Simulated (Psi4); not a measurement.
**BH2O (SMILES B[O]): U-wB97M-V/def2-SVP (density fitting with cc-pvqz-jkfit, sweep point 5)**

Aim: the vertical ionisation energy of BH2O at U-wB97M-V/def2-SVP (density fitting with cc-pvqz-jkfit, sweep point 5), from 2 runs. 

The calculation is run with Psi4 1.11.

## 1. The structure to begin with

BH2O has 4 atoms, charge 0, and is taken as a doublet. SMILES: `B[O]`. The shape is that of a PBE0-D4/def2-TZVP optimisation.

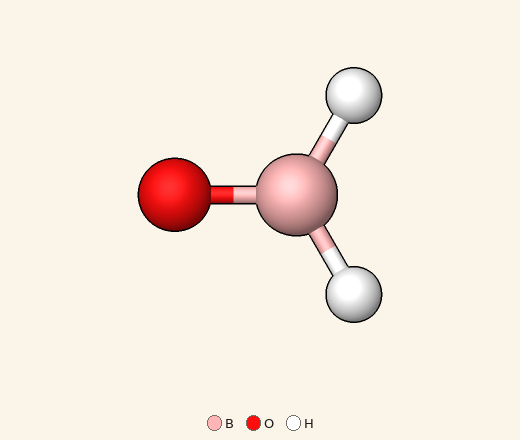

The structure, seen from a chosen angle (boron pink, oxygen red, hydrogen white).

## 2. The energy at U-wB97M-V/def2-SVP (density fitting with cc-pvqz-jkfit, sweep point 5)

input.in reads:

```
memory 1.6 GB

molecule {
  0 2
  B     -0.001100    -0.010300    -0.015100
  O      1.025300    -0.340800     0.676900
  H     -1.052600    -0.587700     0.151600
  H      0.083900     0.878500    -0.833600
  symmetry c1
}

set globals {
  reference uks
  puream true
  scf_type df
  dft_radial_points 99
  dft_spherical_points 590
  df_basis_scf cc-pvqz-jkfit
  maxiter 150
}

energy("wb97m-v/def2-SVP")
```

The run is started by

```console
$ psi4 -n 1 input.in input.out
```

input.out:

```text
[...]
  Running in c1 symmetry.
[...]
  Nuclear repulsion =   25.066185915136671
[...]
  Multiplicity = 2
[...]
  Nalpha       = 8
  Nbeta        = 7
[...]
    Number of basis functions: 38
[...]
   @DF-UKS iter   1:  -101.00108345131039   -6.89177e-01   1.27344e-02 ADIIS/DIIS
[...]
   @DF-UKS iter   9:  -101.11838445375470   -3.48871e-08   7.82022e-07 DIIS
[...]
   @S^2 Observed:                7.576011847E-01
[...]
    Orbital Energies [Eh]
    ---------------------
    Alpha Occupied:
       1A    -19.408754     2A     -6.939932     3A     -1.141153
       4A     -0.621978     5A     -0.573586     6A     -0.535482
       7A     -0.501019     8A     -0.416658
    Alpha Virtual:
       9A      0.067615    10A      0.184436    11A      0.205066
      12A      0.268934    13A      0.280719    14A      0.318717
      15A      0.387587    16A      0.660739    17A      0.694694
      18A      0.697553    19A      0.957589    20A      0.982307
      21A      1.070756    22A      1.175646    23A      1.196947
      24A      1.252866    25A      1.355841    26A      1.371785
[...]
  @DF-UKS Final Energy:  -101.11838445375470
   => Energetics <=
    Nuclear Repulsion Energy =             25.0661859151366713
    One-Electron Energy =                -186.8604274066095741
    Two-Electron Energy =                  70.0311854285093318
    DFT Exchange-Correlation Energy =      -9.4180594307405503
    Empirical Dispersion Energy =           0.0000000000000000
    VV10 Nonlocal Energy =                  0.0627310399494465
    Total Energy =                       -101.1183844537547003
[...]
 Multipole Moments:
 ------------------------------------------------------------------------------------
     Multipole            Electronic (a.u.)      Nuclear  (a.u.)        Total (a.u.)
 ------------------------------------------------------------------------------------
 L = 1.  Multiply by 2.5417464519 to convert [e a0] to [Debye]
 Dipole X            :          0.9884968           -1.3939566           -0.4054599
 Dipole Y            :         -0.3184874            0.4490229            0.1305355
 Dipole Z            :          0.6666347           -0.9399742           -0.2733396
 Magnitude           :                                                    0.5061143
[...]
```

Run time: 19 s. Hardware: 1 thread of AMD EPYC 9R45 (Zen 5), shared host; peak memory 0.83 GiB.

## 3. The singlet cation, same level

input.dat reads:

```
memory 1600 mb

molecule m {
  1 1
  B     -0.001100    -0.010300    -0.015100
  O      1.025300    -0.340800     0.676900
  H     -1.052600    -0.587700     0.151600
  H      0.083900     0.878500    -0.833600
  symmetry c1
}

set {
  basis def2-SVP
  puream true
  scf_type df
  dft_radial_points 99
  dft_spherical_points 590
  df_basis_scf cc-pvqz-jkfit
}

result = energy('wb97m-v')
```

The run is started by

```console
$ psi4 -n 1 input.dat output.dat
```

output.dat:

```text
[...]
  Running in c1 symmetry.
[...]
  Nuclear repulsion =   25.066185915136671
[...]
  Multiplicity = 1
[...]
  Nalpha       = 7
  Nbeta        = 7
[...]
    Number of basis functions: 38
[...]
   @DF-RKS iter   1:  -100.60037461716580   -2.88468e-01   8.88159e-03 DIIS/ADIIS
[...]
   @DF-RKS iter   8:  -100.67096376860479   -6.60179e-09   7.92358e-07 DIIS
[...]
    Orbital Energies [Eh]
    ---------------------
    Doubly Occupied:
       1A    -19.793392     2A     -7.293500     3A     -1.472754
       4A     -0.946454     5A     -0.865522     6A     -0.860962
       7A     -0.829969
[...]
  @DF-RKS Final Energy:  -100.67096376860479
   => Energetics <=
    Nuclear Repulsion Energy =             25.0661859151366713
    One-Electron Energy =                -181.5974344469597952
    Two-Electron Energy =                  64.9999875923758310
    DFT Exchange-Correlation Energy =      -9.1990031489683783
    Empirical Dispersion Energy =           0.0000000000000000
    VV10 Nonlocal Energy =                  0.0593003198108655
    Total Energy =                       -100.6709637686047927
[...]
 Multipole Moments:
 ------------------------------------------------------------------------------------
     Multipole            Electronic (a.u.)      Nuclear  (a.u.)        Total (a.u.)
 ------------------------------------------------------------------------------------
 L = 1.  Multiply by 2.5417464519 to convert [e a0] to [Debye]
 Dipole X            :          0.1021692           -1.3939566           -1.2917874
 Dipole Y            :         -0.0328888            0.4490229            0.4161342
 Dipole Z            :          0.0688770           -0.9399742           -0.8710973
 Magnitude           :                                                    1.6126664
[...]
```

Run time: 16 s. Hardware: 1 thread of AMD EPYC 9R45 (Zen 5), shared host; peak memory 0.83 GiB.

## 4. Outcome

Level: U-wB97M-V/def2-SVP (density fitting with cc-pvqz-jkfit, sweep point 5).

```
                                          quantity          value
                        doublet BH2O: total energy  -101.11838 Eh
                       doublet BH2O: dipole moment         1.29 D
  doublet BH2O: HOMO energy (highest over α and β)      -11.34 eV
   doublet BH2O: LUMO energy (lowest over α and β)       -2.22 eV
                                doublet BH2O: ⟨S²⟩          0.758
                      singlet cation: total energy  -100.67096 Eh
                       singlet cation: HOMO energy      -22.58 eV
                       singlet cation: LUMO energy      -12.80 eV
                     singlet cation: HOMO–LUMO gap        9.79 eV
vertical ionisation energy (to the singlet cation)      12.175 eV
```

In words: Removing an electron at fixed nuclei costs 12.17 eV (1175 kJ/mol). Only the singlet of the ionised species was computed; a triplet could lie lower.
